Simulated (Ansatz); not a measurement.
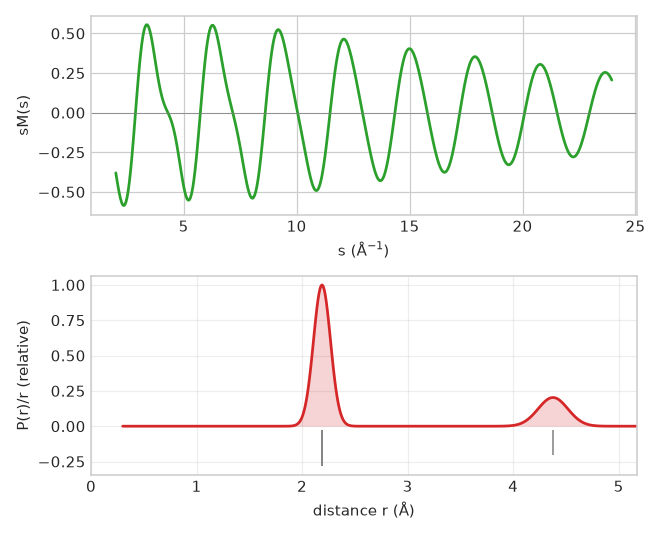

Simulated gas electron diffraction: reduced molecular intensity sM(s) from the Debye equation in the first Born approximation (top) and the radial distribution curve (bottom) of Cl₂Mg. Each pair of atoms contributes with weight ZᵢZⱼ/r (bars below the curve); damping constant 0.002 Å²; vibrational amplitudes assumed, not computed: 0.05 Å for bonds, 0.078 Å for bonds to H, 0.06 + 0.015 r up to 0.15 Å for other pairs. The geometry is the end point of an optimisation (Ansatz 0.2.0, UKS r2SCAN-D4/6-31G*); it may be a saddle point or a higher isomer.

Assign the first 2 clear peaks of the radial distribution curve (– bonded, ··· not bonded).

Peak 1, 2.19 Å: Cl–Mg 2.19 Å (×2)
Peak 2, 4.38 Å: Cl···Cl 4.38 Å
